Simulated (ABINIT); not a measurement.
# A GW chain in ABINIT: CsCdCl3 (Pm-3m)

How does a plane-wave GW calculation on CsCdCl3 (Pm-3m) run from the first input to the gap?

Program: ABINIT 10.8.3. Level of theory: LDA and many-body steps on it, plane waves. Results are calculated unless marked as measured.

The database entry behind the starting cell is an old determination (1928), so it need not match the best structure at ambient conditions.

### Step 1. Starting point

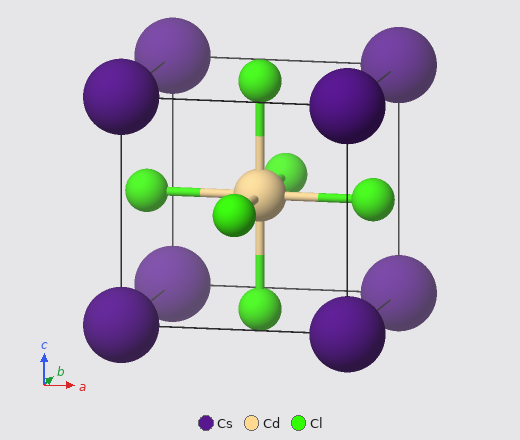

The starting structure, seen slightly off an axis (caesium purple, cadmium orange, chlorine green). Some periodic images of atoms are drawn too.

The cell and positions come from the Crystallography Open Database and are kept as given unless a step says otherwise. Spin-orbit coupling is left out unless a step names it.

### Step 2. Ground state

This step: ABINIT 10.8.3; DFT, LDA, plane waves, norm-conserving pseudopotentials.

The ground-state density comes first.

run.abi

```
acell 3*1.0 Angstrom
rprim 
  5.200000000000 0.000000000000 0.000000000000
  0.000000000000 5.200000000000 0.000000000000
  0.000000000000 0.000000000000 5.200000000000
ntypat 3
znucl 55 48 17
natom 5
typat 1 2 3 3 3
xred 
  0.000000000000 0.000000000000 0.000000000000
  0.500000000000 0.500000000000 0.500000000000
  0.000000000000 0.500000000000 0.500000000000
  0.500000000000 0.000000000000 0.500000000000
  0.500000000000 0.500000000000 0.000000000000
pp_dirpath "pseudos"
pseudos "Cs.upf, Cd.upf, Cl.upf"
ecut 47
ngkpt 4 4 4
nshiftk 1
shiftk 0 0 0
kptopt 1
chksymbreak 0
nband 31
occopt 1
tolvrs 1e-10
nstep 60
prtwf 0
optforces 0
optstress 0
indata_prefix "in"
outdata_prefix "out"
tmpdata_prefix "tmp"
```

Run with:

```sh
> OMP_NUM_THREADS=1 mpirun -n 4 abinit run.abi > log
```

Numbers of over 12 decimals in the logs are rounded to 6 here.

Log:

```text
.Version 10.8.3 of ABINIT. v10.8.2 released Aug 2026.

 Symmetries : space group Pm -3 m (#221); Bravais cP (primitive cubic)
================================================================================
 Values of the parameters that define the memory need of the present run
     intxc =       0    ionmov =       0      iscf =       7    lmnmax =       8
     lnmax =       8     mgfft =      64  mpssoang =       4    mqgrid =    3033
     natom =       5  nloc_mem =       1    nspden =       1   nspinor =       1
    nsppol =       1      nsym =      48    n1xccc =    2501    ntypat =       3
    occopt =       1   xclevel =       1
-    mband =          31        mffmem =           1         mkmem =           3
       mpw =       14627          nfft =      262144          nkpt =          10
================================================================================
  Rough estimation (10% accuracy) of disk space for files :
================================================================================

--------------------------------------------------------------------------------
------------- Echo of variables that govern the present computation ------------
--------------------------------------------------------------------------------
 -outvars: echo values of preprocessed input variables --------
            acell      1.8897261259E+00  1.8897261259E+00  1.8897261259E+00 Bohr

      chksymbreak           0
             ecut      4.70000000E+01 Hartree
-          fftalg         312

              ixc       -1012
              kpt      0.00000000E+00  0.00000000E+00  0.00000000E+00
                       2.50000000E-01  0.00000000E+00  0.00000000E+00
                       5.00000000E-01  0.00000000E+00  0.00000000E+00
                       2.50000000E-01  2.50000000E-01  0.00000000E+00
                       5.00000000E-01  2.50000000E-01  0.00000000E+00
                       5.00000000E-01  5.00000000E-01  0.00000000E+00
                       2.50000000E-01  2.50000000E-01  2.50000000E-01
                       5.00000000E-01  2.50000000E-01  2.50000000E-01
                       5.00000000E-01  5.00000000E-01  2.50000000E-01
                       5.00000000E-01  5.00000000E-01  5.00000000E-01
         kptrlatt        4    0    0      0    4    0      0    0    4
          kptrlen      3.93063034E+01
P           mkmem           3
            natom           5
            nband          31
            ngfft          64      64      64
             nkpt          10
            nstep          60
             nsym          48
           ntypat           3
              occ      2.000000  2.000000  2.000000  2.000000  2.000000  2.000000
                       2.000000  2.000000  2.000000  2.000000  2.000000  2.000000
                       2.000000  2.000000  2.000000  2.000000  2.000000  2.000000
                       2.000000  2.000000  2.000000  2.000000  2.000000  2.000000
                       2.000000  0.000000  0.000000  0.000000  0.000000  0.000000
                       0.000000
        optforces           0
        optstress           0
            prtwf           0
            rprim      5.2000000000E+00  0.0000000000E+00  0.0000000000E+00
                       0.0000000000E+00  5.2000000000E+00  0.0000000000E+00
[...]
spgroup         221

           tolvrs      1.00000000E-10

             xred      0.0000000000E+00  0.0000000000E+00  0.0000000000E+00
[...]
znucl       55.00000   48.00000   17.00000

================================================================================

 chkinp: Checking input parameters for consistency.

================================================================================
== DATASET  1 ==================================================================
-   mpi_nproc: 4, omp_nthreads: 1 (-1 if OMP is not activated)

--- !DatasetInfo
iteration_state: {dtset: 1, }
dimensions: {natom: 5, nkpt: 10, mband: 31, nsppol: 1, nspinor: 1, nspden: 1, mpw: 14627, }
cutoff_energies: {ecut:  47.0, pawecutdg:  -1.0, }
electrons: {nelect:   5.00000000E+01, charge:   0.00000000E+00, occopt:   1.00000000E+00, tsmear:   1.00000000E-02, }

 Real(R)+Recip(G) space primitive vectors, cartesian coordinates (Bohr,Bohr^-1):
 R(1)=  9.8265759  0.0000000  0.0000000  G(1)=  0.1017648  0.0000000  0.0000000
 R(2)=  0.0000000  9.8265759  0.0000000  G(2)=  0.0000000  0.1017648  0.0000000
 R(3)=  0.0000000  0.0000000  9.8265759  G(3)=  0.0000000  0.0000000  0.1017648
 Unit cell volume ucvol=  9.4886982E+02 bohr^3
 Angles (23,13,12)=  9.00000000E+01  9.00000000E+01  9.00000000E+01 degrees

 getcut: wavevector=  0.0000  0.0000  0.0000  ngfft=  64  64  64
         ecut(hartree)=     47.000   => boxcut(ratio)=   2.11039

--- Pseudopotential description ------------------------------------------------
- Cs Generated using ONCVPSP code by D. R. Hamann
- 55.00000   9.00000  201201                  znucl, zion, pspdat
12 -1012 3 -1 2328                            pspcod,pspxc,lmax,lloc,mmax
     nproj     2     2     2     2
  pspatm : epsatm=   21.68725381
         --- l  ekb(1:nproj) -->
[...]
pspatm: atomic psp has been read  and splines computed

- Cd Generated using ONCVPSP code by D. R. Hamann
- 48.00000  20.00000  180309                  znucl, zion, pspdat
12 -1012 2 -1 1336                            pspcod,pspxc,lmax,lloc,mmax
     nproj     2     2     2     0
  pspatm : epsatm=   23.37058476
         --- l  ekb(1:nproj) -->
[...]
pspatm: atomic psp has been read  and splines computed

- Cl Generated using ONCVPSP code by D. R. Hamann
- 17.00000   7.00000  180309                  znucl, zion, pspdat
12 -1012 2 -1 1016                            pspcod,pspxc,lmax,lloc,mmax
     nproj     2     2     2     0
  pspatm : epsatm=    8.88507506
         --- l  ekb(1:nproj) -->
[...]
pspatm: atomic psp has been read  and splines computed

   3.58565319E+03                                ecore*ucvol(ha*bohr**3)
--------------------------------------------------------------------------------

_setup2: Arith. and geom. avg. npw (full set) are   14603.141   14603.125

================================================================================

--- !BeginCycle
iteration_state: {dtset: 1, }
solver: {iscf: 7, nstep: 60, nline: 4, wfoptalg: 0, }
tolerances: {tolvrs: 1.00E-10, }

     iter   Etot(hartree)      deltaE(h)  residm     vres2
 ETOT  1  -237.52176464707    -2.375E+02 3.663E+00 5.956E+04
 ETOT  2  -239.68441559865    -2.163E+00 1.579E+00 8.066E+04
 ETOT  3  -247.24887305019    -7.564E+00 6.161E-01 9.279E+03
 ETOT  4  -247.83127508919    -5.824E-01 1.076E-01 4.675E+03
 ETOT  5  -248.05279619862    -2.215E-01 1.181E-02 1.919E+03
 ETOT  6  -248.12197109660    -6.917E-02 1.429E-02 1.054E+03
 ETOT  7  -248.16356427798    -4.159E-02 1.584E-02 4.710E+02
 ETOT  8  -248.19787326773    -3.431E-02 1.613E-02 7.349E+00
 ETOT  9  -248.19862781257    -7.545E-04 6.897E-03 1.150E+00
 ETOT 10  -248.19871665473    -8.884E-05 3.120E-03 4.449E-03
[...]
ETOT 16  -248.19871789952    -1.063E-11 3.888E-04 1.618E-08
 ETOT 17  -248.19871789952     5.372E-12 8.053E-04 3.893E-09
 ETOT 18  -248.19871789953    -1.143E-11 1.076E-04 6.368E-10
 ETOT 19  -248.19871789955    -1.771E-11 2.331E-04 2.015E-10
 ETOT 20  -248.19871789952     2.311E-11 3.168E-05 3.818E-12

 At SCF step   20       vres2   =  3.82E-12 < tolvrs=  1.00E-10 =>converged.

--- !ResultsGS
iteration_state: {dtset: 1, }
comment   : Summary of ground state results
lattice_vectors:
- [  9.8265759,   0.0000000,   0.0000000, ]
- [  0.0000000,   9.8265759,   0.0000000, ]
- [  0.0000000,   0.0000000,   9.8265759, ]
lattice_lengths: [   9.82658,    9.82658,    9.82658, ]
lattice_angles: [ 90.000,  90.000,  90.000, ] # degrees, (23, 13, 12)
lattice_volume:   9.4886982E+02
convergence: {deltae:  2.311E-11, res2:  3.818E-12, residm:  3.168E-05, diffor:  0.000E+00, }
etotal    :  -2.48198718E+02
entropy   :   0.00000000E+00
fermie    :   6.17707458E-02
cartesian_stress_tensor: null
pressure_GPa: null
xred      :
- [  0.0000E+00,   0.0000E+00,   0.0000E+00, Cs]
- [  5.0000E-01,   5.0000E-01,   5.0000E-01, Cd]
- [  0.0000E+00,   5.0000E-01,   5.0000E-01, Cl]
- [  5.0000E-01,   0.0000E+00,   5.0000E-01, Cl]
- [  5.0000E-01,   5.0000E-01,   0.0000E+00, Cl]
cartesian_forces: null
force_length_stats: {min: null, max: null, mean: null, }

 Integrated electronic density in atomic spheres:
 ------------------------------------------------
 Atom  Sphere_radius  Integrated_density
[...]
================================================================================

 ----iterations are completed or convergence reached----

 Mean square residual over all n,k,spin=   30.900E-08; max=  31.679E-06
 reduced coordinates (array xred) for    5 atoms
       0.000000000000      0.000000000000      0.000000000000
       0.500000000000      0.500000000000      0.500000000000
       0.000000000000      0.500000000000      0.500000000000
       0.500000000000      0.000000000000      0.500000000000
       0.500000000000      0.500000000000      0.000000000000
 rms dE/dt=  0.0000E+00; max dE/dt=  0.0000E+00; dE/dt below (all hartree)
    1       0.000000000000      0.000000000000      0.000000000000
    2       0.000000000000      0.000000000000      0.000000000000
    3       0.000000000000      0.000000000000      0.000000000000
    4       0.000000000000      0.000000000000      0.000000000000
    5       0.000000000000      0.000000000000      0.000000000000

 cartesian coordinates (angstrom) at end:
    1      0.000000     0.000000     0.000000
    2      2.600000     2.600000     2.600000
    3      0.000000     2.600000     2.600000
    4      2.600000     0.000000     2.600000
    5      2.600000     2.600000     0.000000
 length scales=  1.889726125908  1.889726125908  1.889726125908 bohr
              =  1.000000000000  1.000000000000  1.000000000000 angstroms
 prteigrs : about to open file out_EIG
 Fermi (or HOMO) energy (hartree) =   0.06177   Average Vxc (hartree)=  -0.34417
 Eigenvalues (hartree) for nkpt=  10  k points:
 kpt#   1, nband= 31, wtk=  0.01563, kpt=  0.0000  0.0000  0.0000 (reduced coord)
  -3.62760   -2.20048   -2.20048   -2.20048   -0.63658   -0.43689   -0.41646   -0.41646
  -0.17869   -0.17869   -0.17869   -0.16812   -0.16812   -0.15338   -0.15338   -0.15338
  -0.04353   -0.04353   -0.04353    0.02831    0.02831    0.02831    0.04035    0.04035
   0.04035    0.11729    0.26627    0.27860    0.27860    0.32541    0.32541
 prteigrs : prtvol=0 or 1, do not print more k-points.

--- !EnergyTerms
iteration_state     : {dtset: 1, }
comment             : Components of total free energy in Hartree
kinetic             :  8.33601898485886E+01
hartree             :  8.89716748580994E+01
xc                  : -4.43564626335548E+01
Ewald energy        : -1.29371482460484E+02
psp_core            :  3.77886736060203E+00
local_psp           : -2.64489316698152E+02
non_local_psp       :  1.39078118253784E+01
total_energy        : -2.48198717899522E+02
total_energy_eV     : -6.75383117852118E+03
band_energy         : -2.68516643996619E+01

== END DATASET(S) ==============================================================
================================================================================

 -outvars: echo values of variables after computation  --------
           etotal     -2.4819871790E+02
            nband          31
             nkpt          10
          spgroup         221
 [... the other variables as echoed above ...]

 Calculation completed.
```

Wall time 1.7 min (4 MPI ranks of Arm Neoverse V1, shared host); peak memory 0.55 GiB; 6.7 min of CPU time.

Numbers from this step:

```
total energy               : -6753.8312 eV
gap                        : 1.511 eV
k of the valence top       : 0.5, 0.5, 0.5
k of the conduction bottom : 0, 0, 0
least direct gap           : 2.094 eV
```

The gap is indirect, with the least direct gap 0.58 eV higher.

(Continued in part 2 of 3.)

[Paths, hosts, dates, memory and timing lines, banners, echoed tables and standing remarks are left out of the program output.]

[Logs are printed without paths, hosts, clocks, repeated set-up lines and the standing remarks that a program may print on its own settings, such as how far it seeks lower states.]

[Runs of the session that timed out or met a known fault of the program may be left out.]

[Hosts, paths, dates, database ids (printed as entryN), source tags and the programs' standing remarks are cut or masked in the printed files.]

[G0W0 gaps are taken among the corrected bands and points alone; a level outside them can change the order at an edge.]

[Where Ansatz stands beside ABINIT at settings called matched, ABINIT's density can come from a denser mesh and the files from another edition; pairs whose starting gaps differed by over 0.03 eV were left out, so agreement reads better than it is.]
